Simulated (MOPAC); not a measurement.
# Geometry relaxation, with input and output: C2H3O2Si (part 2 of 3)

C2H3O2Si, multiplicity 2, SMILES [C]#C[SiH](O)O; PM7, unrestricted, dispersion built in (MOPAC 23.2.5). The atoms were displaced at random from an optimised geometry.

Geometry of the input (Å):
```
C  1.2337  -1.7202  1.6713
C  0.6330  -0.9038  1.0068
Si -0.1884  0.4116  0.0093
O  0.8263  1.5204  -0.3569
O  -0.9538  -0.3932  -1.1850
H  -1.2349  1.0698  1.0673
H  1.2692  1.3827  -1.2801
H  -1.4727  -1.1368  -1.0509
```

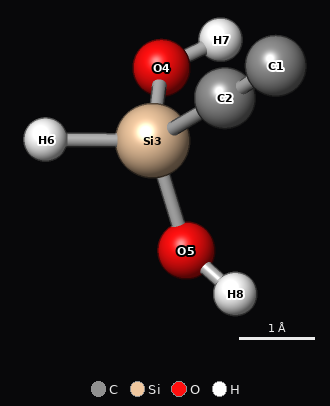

*The geometry at step 22 of the log (ball-and-stick view, seen at an oblique angle; atoms are numbered from 1 in the order of the input).*

Trajectory as extended XYZ, continued
```
8
Properties=species:S:1:pos:R:3:forces:R:3 step=7 energy=-1.13912
C     1.2910   -1.6912    1.6502    0.0373  -0.0576   0.0524
C     0.6543   -0.8621    1.0515   -0.0038   0.0370  -0.0411
Si   -0.1972    0.3576    0.1291    0.0242   0.1941  -0.0844
O     0.7685    1.4797   -0.4467   -0.0233  -0.0876  -0.0290
O    -0.9364   -0.3201   -1.1076   -0.0996  -0.0957  -0.0400
H    -1.1299    1.0966    0.9794   -0.0068  -0.0307   0.0546
H     1.3499    1.3927   -1.2164    0.0047  -0.0132   0.0733
H    -1.4462   -1.1221   -1.1845    0.0672   0.0538   0.0141
8
Properties=species:S:1:pos:R:3:forces:R:3 step=8 energy=-1.14075
C     1.2883   -1.6874    1.6614   -0.0229   0.0382  -0.0299
C     0.6614   -0.8601    1.0478    0.0183  -0.0442   0.0313
Si   -0.1986    0.3586    0.1284    0.0488   0.1250  -0.0667
O     0.7665    1.4785   -0.4495   -0.0067  -0.0610  -0.0451
O    -0.9379   -0.3188   -1.1099   -0.0691  -0.0436   0.0058
H    -1.1272    1.0909    0.9898   -0.0049  -0.0276   0.0283
H     1.3557    1.3800   -1.2131    0.0025   0.0050   0.0736
H    -1.4427   -1.1216   -1.1862    0.0339   0.0082   0.0027
8
Properties=species:S:1:pos:R:3:forces:R:3 step=9 energy=-1.14159
C     1.2871   -1.6838    1.6675   -0.0227   0.0455  -0.0453
C     0.6651   -0.8588    1.0458   -0.0010  -0.0380   0.0362
Si   -0.1988    0.3602    0.1271    0.0228   0.0276  -0.0134
O     0.7648    1.4760   -0.4526    0.0082   0.0030  -0.0314
O    -0.9399   -0.3180   -1.1099   -0.0472   0.0008   0.0177
H    -1.1254    1.0852    0.9976    0.0018  -0.0187   0.0048
H     1.3600    1.3733   -1.2089    0.0318   0.0131   0.0320
H    -1.4395   -1.1213   -1.1881    0.0064  -0.0333  -0.0006
8
Properties=species:S:1:pos:R:3:forces:R:3 step=10 energy=-1.14202
C     1.2894   -1.6806    1.6679   -0.0130   0.0236  -0.0300
C     0.6644   -0.8584    1.0460   -0.0004  -0.0182   0.0169
Si   -0.1985    0.3609    0.1265   -0.0099  -0.0155   0.0025
O     0.7635    1.4749   -0.4550    0.0328   0.0296  -0.0340
O    -0.9419   -0.3172   -1.1091   -0.0344   0.0219   0.0172
H    -1.1239    1.0815    1.0018    0.0001  -0.0058  -0.0034
H     1.3648    1.3700   -1.2060    0.0292   0.0160   0.0284
H    -1.4373   -1.1215   -1.1901   -0.0045  -0.0517   0.0024
8
Properties=species:S:1:pos:R:3:forces:R:3 step=11 energy=-1.14255
C     1.2914   -1.6785    1.6648    0.0084  -0.0109  -0.0015
C     0.6631   -0.8574    1.0454   -0.0045   0.0067  -0.0113
Si   -0.1985    0.3620    0.1254   -0.0211  -0.0435   0.0075
O     0.7633    1.4740   -0.4581    0.0239   0.0558  -0.0056
O    -0.9453   -0.3164   -1.1072   -0.0352   0.0290   0.0048
H    -1.1233    1.0764    1.0063    0.0008   0.0148  -0.0136
H     1.3718    1.3710   -1.2018    0.0322   0.0036   0.0120
H    -1.4351   -1.1234   -1.1910   -0.0046  -0.0554   0.0077
8
Properties=species:S:1:pos:R:3:forces:R:3 step=12 energy=-1.14300
C     1.2955   -1.6760    1.6616    0.0092  -0.0218   0.0091
C     0.6621   -0.8569    1.0450    0.0097   0.0117  -0.0274
Si   -0.1986    0.3625    0.1245   -0.0166  -0.0308   0.0042
O     0.7626    1.4745   -0.4616    0.0261   0.0419   0.0022
O    -0.9498   -0.3148   -1.1056   -0.0408   0.0184  -0.0046
H    -1.1217    1.0729    1.0107    0.0043   0.0271  -0.0267
H     1.3818    1.3691   -1.1970    0.0045  -0.0019   0.0298
H    -1.4324   -1.1262   -1.1922    0.0036  -0.0447   0.0133
8
Properties=species:S:1:pos:R:3:forces:R:3 step=13 energy=-1.14381
C     1.3001   -1.6773    1.6489    0.0243  -0.0433   0.0340
C     0.6622   -0.8558    1.0407    0.0042   0.0291  -0.0621
Si   -0.1991    0.3641    0.1214    0.0290   0.0132  -0.0254
O     0.7644    1.4767   -0.4667   -0.0420   0.0034   0.0630
O    -0.9607   -0.3129   -1.1021   -0.0485  -0.0057  -0.0089
H    -1.1207    1.0708    1.0128    0.0156   0.0425  -0.0402
H     1.3995    1.3744   -1.1869   -0.0108  -0.0297   0.0222
H    -1.4282   -1.1349   -1.1892    0.0281  -0.0095   0.0175
8
Properties=species:S:1:pos:R:3:forces:R:3 step=15 energy=-1.14725
C     1.3107   -1.6853    1.6189   -0.0124   0.0176  -0.0057
C     0.6746   -0.8556    1.0189    0.0011  -0.0162  -0.0344
Si   -0.1976    0.3671    0.1119    0.0257   0.0939  -0.0257
O     0.7651    1.4840   -0.4751   -0.0466  -0.0812   0.0362
O    -0.9936   -0.3072   -1.0929   -0.0245  -0.0471   0.0308
H    -1.1098    1.0936    0.9982    0.0269   0.0090  -0.0164
H     1.4385    1.3687   -1.1586   -0.0295  -0.0153   0.0195
H    -1.4126   -1.1586   -1.1770    0.0592   0.0393  -0.0042
8
Properties=species:S:1:pos:R:3:forces:R:3 step=16 energy=-1.14865
C     1.3131   -1.6870    1.6040    0.0081   0.0067  -0.0079
C     0.6838   -0.8549    1.0003   -0.0349  -0.0142  -0.0022
Si   -0.1963    0.3708    0.1059   -0.0457   0.0178   0.0126
O     0.7635    1.4834   -0.4808    0.0269  -0.0081  -0.0186
O    -1.0140   -0.3046   -1.0837   -0.0075  -0.0256   0.0365
H    -1.0994    1.1092    0.9888    0.0043   0.0046   0.0232
H     1.4584    1.3617   -1.1393    0.0011   0.0040  -0.0200
H    -1.3986   -1.1705   -1.1718    0.0477   0.0149  -0.0236
8
Properties=species:S:1:pos:R:3:forces:R:3 step=17 energy=-1.14975
C     1.3292   -1.6788    1.5882   -0.0271   0.0128  -0.0211
C     0.6827   -0.8560    0.9894    0.0452  -0.0297   0.0334
Si   -0.1971    0.3741    0.1033   -0.0884  -0.0232   0.0567
O     0.7596    1.4798   -0.4944    0.1066   0.0363  -0.0267
O    -1.0352   -0.3002   -1.0683   -0.0418  -0.0011  -0.0126
H    -1.0865    1.1170    0.9955   -0.0081   0.0198   0.0147
H     1.4862    1.3513   -1.1169   -0.0298   0.0057  -0.0221
H    -1.3772   -1.1789   -1.1800    0.0434  -0.0206  -0.0223
8
Properties=species:S:1:pos:R:3:forces:R:3 step=18 energy=-1.15110
C     1.3439   -1.6845    1.5517    0.0170  -0.0434   0.0216
C     0.6903   -0.8577    0.9677   -0.0291   0.0631  -0.0094
Si   -0.2015    0.3794    0.1003    0.0412   0.0627  -0.0351
O     0.7621    1.4802   -0.5118   -0.0041  -0.0598   0.0678
O    -1.0752   -0.2948   -1.0458   -0.0676  -0.0746   0.0224
H    -1.0712    1.1438    0.9957   -0.0003  -0.0108  -0.0025
H     1.5255    1.3486   -1.0838   -0.0473  -0.0274  -0.0445
H    -1.3427   -1.2004   -1.1867    0.0902   0.0903  -0.0203
8
Properties=species:S:1:pos:R:3:forces:R:3 step=19 energy=-1.15222
C     1.3423   -1.6866    1.5516    0.0284  -0.0575   0.0289
C     0.6882   -0.8586    0.9700   -0.0438   0.0845  -0.0092
Si   -0.2041    0.3796    0.1043    0.0889   0.0680  -0.0485
O     0.7631    1.4771   -0.5117   -0.1363  -0.0591   0.1661
O    -1.0748   -0.2965   -1.0411   -0.0638   0.0619   0.0292
H    -1.0701    1.1495    0.9985   -0.0045  -0.0194  -0.0082
H     1.5157    1.3467   -1.0880    0.0691  -0.0432  -0.1283
H    -1.3348   -1.1956   -1.1963    0.0621  -0.0352  -0.0300
8
Properties=species:S:1:pos:R:3:forces:R:3 step=20 energy=-1.15337
C     1.3462   -1.6874    1.5429    0.0192  -0.0497   0.0244
C     0.6893   -0.8588    0.9653   -0.0350   0.0806   0.0013
Si   -0.2057    0.3814    0.1049    0.0934   0.0594  -0.0486
O     0.7624    1.4746   -0.5167   -0.1302  -0.0556   0.1676
O    -1.0860   -0.2952   -1.0320   -0.0807   0.0597   0.0307
H    -1.0639    1.1586    1.0004   -0.0104  -0.0283  -0.0122
H     1.5234    1.3402   -1.0802    0.0755  -0.0395  -0.1358
H    -1.3202   -1.1987   -1.2040    0.0682  -0.0266  -0.0274
8
Properties=species:S:1:pos:R:3:forces:R:3 step=21 energy=-1.15516
C     1.3521   -1.6887    1.5300    0.0032  -0.0346   0.0131
C     0.6910   -0.8591    0.9583   -0.0205   0.0722   0.0218
Si   -0.2081    0.3839    0.1058    0.0979   0.0459  -0.0451
O     0.7615    1.4710   -0.5243   -0.1101  -0.0510   0.1630
O    -1.1029   -0.2932   -1.0184   -0.1144   0.0173   0.0289
H    -1.0546    1.1721    1.0033   -0.0189  -0.0436  -0.0213
H     1.5349    1.3303   -1.0686    0.0755  -0.0326  -0.1414
H    -1.2983   -1.2031   -1.2157    0.0871   0.0265  -0.0190
8
Properties=species:S:1:pos:R:3:forces:R:3 step=22 energy=-1.15733
C     1.3609   -1.6907    1.5107   -0.0268  -0.0031  -0.0116
C     0.6931   -0.8595    0.9483    0.0085   0.0516   0.0576
Si   -0.2118    0.3877    0.1076    0.1008   0.0263  -0.0340
O     0.7600    1.4652   -0.5354   -0.0610  -0.0470   0.1430
O    -1.1279   -0.2903   -0.9977   -0.1650  -0.1173   0.0055
H    -1.0405    1.1927    1.0078   -0.0320  -0.0707  -0.0386
H     1.5512    1.3151   -1.0519    0.0597  -0.0183  -0.1390
H    -1.2649   -1.2091   -1.2341    0.1158   0.1786   0.0170
8
Properties=species:S:1:pos:R:3:forces:R:3 step=23 energy=-1.15931
C     1.3639   -1.6931    1.4984   -0.0945   0.0793  -0.0616
C     0.6941   -0.8575    0.9430    0.0838  -0.0460   0.1268
Si   -0.2151    0.3918    0.1110   -0.0056  -0.0782   0.0369
O     0.7558    1.4560   -0.5425    0.1817   0.0203  -0.0074
O    -1.1497   -0.2879   -0.9770   -0.1995  -0.2826  -0.0329
H    -1.0256    1.2109    1.0147   -0.0596  -0.0888  -0.0468
H     1.5599    1.2863   -1.0438   -0.0280   0.0423  -0.0894
H    -1.2271   -1.2090   -1.2597    0.1216   0.3536   0.0742
8
Properties=species:S:1:pos:R:3:forces:R:3 step=24 energy=-1.16152
C     1.3509   -1.6953    1.5154   -0.1111   0.1196  -0.0833
C     0.6906   -0.8550    0.9548    0.1032  -0.1147   0.1470
Si   -0.2141    0.3903    0.1136   -0.0718  -0.1612   0.1027
O     0.7552    1.4546   -0.5310    0.2644   0.0864  -0.0843
O    -1.1334   -0.2899   -0.9857   -0.2007  -0.0694  -0.0049
H    -1.0326    1.2005    1.0159   -0.0710  -0.0645  -0.0327
H     1.5385    1.2789   -1.0655   -0.0224   0.0723  -0.0742
H    -1.2362   -1.1992   -1.2621    0.1094   0.1317   0.0297
8
Properties=species:S:1:pos:R:3:forces:R:3 step=25 energy=-1.16418
C     1.3477   -1.7045    1.5081   -0.1765   0.2024  -0.1191
C     0.6843   -0.8569    0.9605    0.1602  -0.1828   0.1799
Si   -0.2184    0.3913    0.1206   -0.0193  -0.1328   0.0732
O     0.7586    1.4510   -0.5268    0.1220   0.0594  -0.0059
O    -1.1371   -0.2909   -0.9773   -0.2249  -0.0841  -0.0186
H    -1.0321    1.2146    1.0173   -0.0658  -0.0948  -0.0448
H     1.5233    1.2725   -1.0780    0.0827   0.0549  -0.1308
H    -1.2187   -1.1961   -1.2787    0.1217   0.1778   0.0660
8
Properties=species:S:1:pos:R:3:forces:R:3 step=26 energy=-1.16540
C     1.3432   -1.7071    1.5092   -0.0981   0.0899  -0.0515
C     0.6764   -0.8611    0.9658    0.0797  -0.0538   0.1279
Si   -0.2247    0.3922    0.1308    0.0524  -0.1095   0.0037
O     0.7604    1.4457   -0.5228    0.0790   0.0079   0.0162
O    -1.1406   -0.2916   -0.9685   -0.2533  -0.0694  -0.0162
H    -1.0282    1.2301    1.0244   -0.0723  -0.1297  -0.0606
H     1.5078    1.2551   -1.0939    0.0883   0.0643  -0.1200
H    -1.1944   -1.1892   -1.3001    0.1241   0.2004   0.1006
8
Properties=species:S:1:pos:R:3:forces:R:3 step=27 energy=-1.16544
C     1.3456   -1.7072    1.5064   -0.1539   0.1463  -0.0879
C     0.6722   -0.8633    0.9662    0.1446  -0.1036   0.1640
Si   -0.2250    0.3925    0.1312    0.0369  -0.1237  -0.0033
O     0.7611    1.4454   -0.5207    0.0795   0.0170   0.0157
O    -1.1397   -0.2922   -0.9698   -0.2353   0.0036   0.0187
H    -1.0284    1.2319    1.0228   -0.0765  -0.1288  -0.0548
H     1.5047    1.2574   -1.0971    0.0921   0.0583  -0.1215
H    -1.1941   -1.1884   -1.2968    0.1126   0.1309   0.0692
8
Properties=species:S:1:pos:R:3:forces:R:3 step=28 energy=-1.16544
C     1.3456   -1.7072    1.5064   -0.1553   0.1481  -0.0891
C     0.6722   -0.8634    0.9663    0.1463  -0.1057   0.1645
Si   -0.2249    0.3925    0.1312    0.0362  -0.1232  -0.0037
O     0.7611    1.4454   -0.5206    0.0789   0.0162   0.0149
O    -1.1396   -0.2922   -0.9699   -0.2343   0.0062   0.0207
H    -1.0285    1.2319    1.0227   -0.0765  -0.1287  -0.0546
H     1.5046    1.2575   -1.0972    0.0921   0.0583  -0.1208
H    -1.1942   -1.1884   -1.2967    0.1125   0.1289   0.0681
8
Properties=species:S:1:pos:R:3:forces:R:3 step=29 energy=-1.16556
C     1.3479   -1.7083    1.5026   -0.2228   0.2259  -0.1362
C     0.6700   -0.8640    0.9666    0.2222  -0.1804   0.2088
Si   -0.2247    0.3929    0.1312    0.0131  -0.1344  -0.0269
O     0.7619    1.4460   -0.5202    0.0739   0.0069   0.0159
O    -1.1413   -0.2931   -0.9692   -0.2136   0.0281   0.0400
H    -1.0291    1.2332    1.0210   -0.0759  -0.1278  -0.0522
H     1.5053    1.2595   -1.0974    0.0886   0.0552  -0.1177
H    -1.1934   -1.1890   -1.2970    0.1145   0.1265   0.0683
8
Properties=species:S:1:pos:R:3:forces:R:3 step=30 energy=-1.16801
C     1.3392   -1.7096    1.5081   -0.0958   0.0731  -0.0358
C     0.6700   -0.8629    0.9693    0.0884  -0.0004   0.0890
Si   -0.2218    0.3939    0.1275   -0.0215  -0.1838  -0.0722
O     0.7680    1.4532   -0.5129    0.0379  -0.0522  -0.0149
O    -1.1423   -0.3022   -0.9671   -0.1488   0.2233   0.0961
H    -1.0439    1.2275    1.0094   -0.0365  -0.1250  -0.0547
H     1.5062    1.2771   -1.1034    0.0326   0.0429  -0.0627
H    -1.2038   -1.1889   -1.3004    0.1437   0.0221   0.0551
8
Properties=species:S:1:pos:R:3:forces:R:3 step=31 energy=-1.16825
C     1.3388   -1.7097    1.5083   -0.0963   0.0744  -0.0364
C     0.6699   -0.8627    0.9695    0.0889  -0.0032   0.0896
Si   -0.2219    0.3940    0.1275   -0.0225  -0.1829  -0.0676
O     0.7681    1.4531   -0.5127    0.0396  -0.0516  -0.0211
O    -1.1428   -0.3023   -0.9664   -0.1504   0.2200   0.0940
H    -1.0441    1.2277    1.0092   -0.0362  -0.1245  -0.0535
H     1.5060    1.2768   -1.1037    0.0321   0.0425  -0.0602
H    -1.2028   -1.1886   -1.3014    0.1447   0.0252   0.0553
8
Properties=species:S:1:pos:R:3:forces:R:3 step=32 energy=-1.17533
C     1.3243   -1.7125    1.5163   -0.1200   0.1323  -0.0604
C     0.6688   -0.8551    0.9764    0.1207  -0.0933   0.1224
Si   -0.2254    0.3953    0.1291    0.0076  -0.1795   0.0589
O     0.7719    1.4474   -0.5080    0.1025  -0.0437  -0.1460
O    -1.1624   -0.3088   -0.9385   -0.2179   0.0362  -0.0680
H    -1.0480    1.2347    1.0025   -0.0486  -0.1072  -0.0319
H     1.4993    1.2649   -1.1144    0.0014   0.0715  -0.0040
H    -1.1658   -1.1787   -1.3375    0.1543   0.1837   0.1290
8
Properties=species:S:1:pos:R:3:forces:R:3 step=33 energy=-1.17977
C     1.3030   -1.7033    1.5444   -0.0781   0.1416  -0.0596
C     0.6768   -0.8370    0.9845    0.0920  -0.1770   0.1302
Si   -0.2264    0.3945    0.1237    0.0437  -0.0857   0.2301
O     0.7786    1.4408   -0.5077    0.1067  -0.0077  -0.2672
O    -1.2024   -0.3220   -0.8917   -0.1493  -0.4332  -0.4361
H    -1.0643    1.2301    0.9814   -0.0416  -0.0450   0.0219
H     1.5084    1.2724   -1.1149   -0.0358   0.0526   0.0526
H    -1.1132   -1.1621   -1.3865    0.0625   0.5543   0.3281
8
Properties=species:S:1:pos:R:3:forces:R:3 step=34 energy=-1.18662
C     1.3114   -1.6899    1.5596   -0.0113   0.0451  -0.0127
C     0.6853   -0.8354    0.9839    0.0195  -0.0871   0.0701
Si   -0.2216    0.3900    0.1185    0.1058  -0.0327   0.1825
O     0.7740    1.4444   -0.5161    0.0681  -0.0013  -0.1748
O    -1.1899   -0.3174   -0.9092   -0.1988  -0.1339  -0.2077
H    -1.0683    1.2054    0.9849   -0.0396   0.0042   0.0295
H     1.5230    1.2882   -1.1005   -0.0500   0.0178   0.0328
H    -1.1421   -1.1634   -1.3606    0.1062   0.1879   0.0803
8
Properties=species:S:1:pos:R:3:forces:R:3 step=35 energy=-1.19229
C     1.3119   -1.6754    1.5986    0.0699  -0.0816   0.0759
C     0.6807   -0.8344    1.0115   -0.0619   0.0513  -0.0566
Si   -0.2186    0.3827    0.1278   -0.1095   0.0219   0.1190
O     0.7744    1.4350   -0.5106    0.0845   0.0310  -0.1875
O    -1.2002   -0.3220   -0.9000   -0.0176   0.0388  -0.0080
H    -1.0895    1.2021    0.9727    0.0410  -0.0296   0.0269
H     1.5044    1.3003   -1.1227   -0.0709  -0.0236   0.0758
H    -1.1126   -1.1382   -1.3847    0.0645  -0.0082  -0.0456
```
